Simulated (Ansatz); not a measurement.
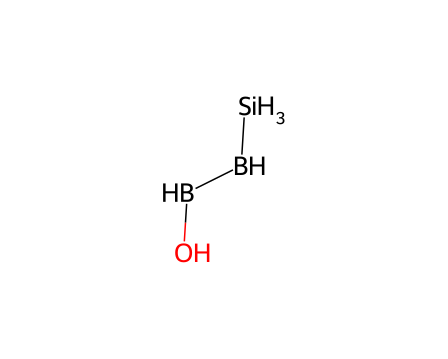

**Give its SMILES.**

OBB[SiH3]

**Give the formula, hydrogens included.**

B2H6OSi.

**An optimisation with PBE0-D4/def2-TZVP gave a structure of which point group?**

C1. Other conformers may differ.

The parts below concern this one geometry. Atoms keep their numbers from picture to picture. The computed structure is the end point of a PBE0-D4/def2-TZVP optimisation.

**Geometry**

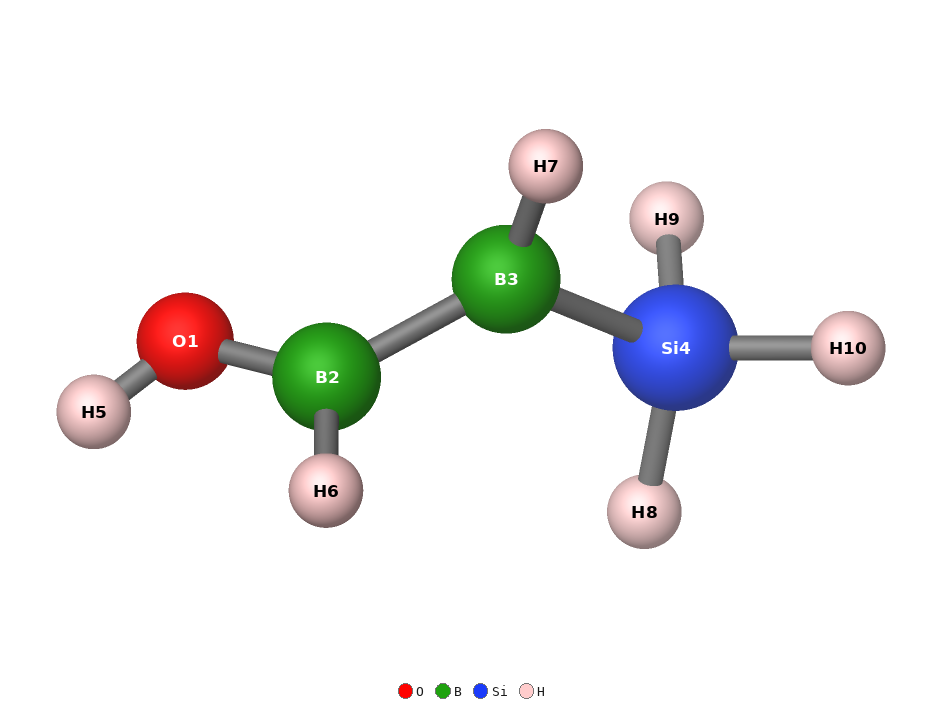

Atoms carry their numbers in the input.

Which atoms are bonded, and how long are the bonds?

| bond | length (Å) | order |
| --- | --- | --- |
| O1–B2 | 1.357 | single |
| O1–H5 | 0.960 | single |
| B2–B3 | 1.661 | single |
| B2–H6 | 1.215 | single |
| B3–Si4 | 2.012 | single |
| B3–H7 | 1.200 | single |
| Si4–H8 | 1.489 | single |
| Si4–H9 | 1.495 | single |
| Si4–H10 | 1.490 | single |

**Vibrations**

Harmonic vibrations computed with RKS PBE0-D4/def2-TZVP (Ansatz 0.2.0) at a stationary point of the same level.

**List the wavenumbers.**

24 modes: 60, 100, 173, 246, 428, 498, 520, 681, 733, 775, 879, 896, 922, 950, 975, 992, 1178, 1395, 2185, 2207, 2216, 2477, 2599, 3874 cm⁻¹.

**Electronic properties**

Properties computed with RKS B3LYP-D4/def2-TZVPP (Ansatz 0.2.0).

Computed properties:

- dipole moment: 1.71 D
- HOMO energy (Kohn–Sham orbital): −7.50 eV
- LUMO energy (Kohn–Sham orbital): −2.46 eV
- HOMO–LUMO gap: 5.05 eV
- dispersion correction: −25.0 kJ/mol

**Charges**

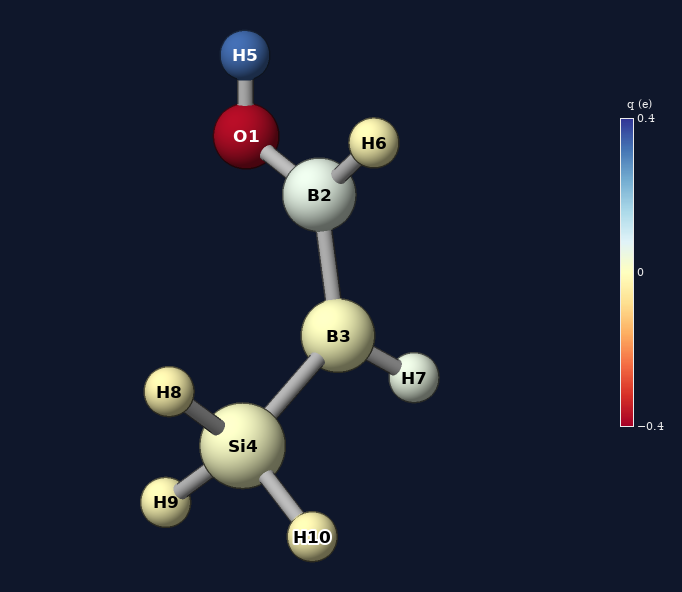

Atoms are coloured by their Mulliken charges. Properties computed with RKS PBE0-D4/def2-TZVP (Ansatz 0.2.0).

**Which atom carries the highest charge (most positive or least negative)?**

H5 (0.33 e).

**And the lowest?**

O1 (−0.38 e).

Give the Mulliken charges atom by atom.

| atom | value (e) |
| --- | --- |
| O1 | −0.38 |
| B2 | 0.06 |
| B3 | 0.00 |
| Si4 | 0.01 |
| H5 | 0.33 |
| H6 | −0.02 |
| H7 | 0.05 |
| H8 | −0.02 |
| H9 | −0.02 |
| H10 | −0.02 |

Mulliken values depend strongly on the basis set and can even reverse the polarity of a bond.
